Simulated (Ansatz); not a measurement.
The reference is CdSe in the wurtzite structure (space group P6_3mc, No. 186; a = 4.3400 Å, c = 7.0780 Å). Axes: x lies along a and z along c of the hexagonal cell.

Now apply this change: biaxial strain −0.81 %, plane normal [001], relaxed out of plane (Cartesian); in-plane vectors clamped, the third vector and the atoms free.

Method: r2SCAN (Ansatz, an electronic-structure program, PAW, spin-orbit coupling left out).

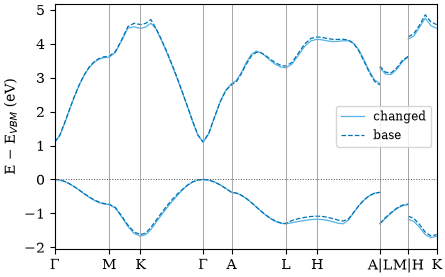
Highest valence and lowest conduction band along the path, each from its own valence-band maximum

Q: Read the changed gap and its character from the plot.

A: About 1.1 eV, direct at Γ.

Whether these cells are dynamically stable was not tested.
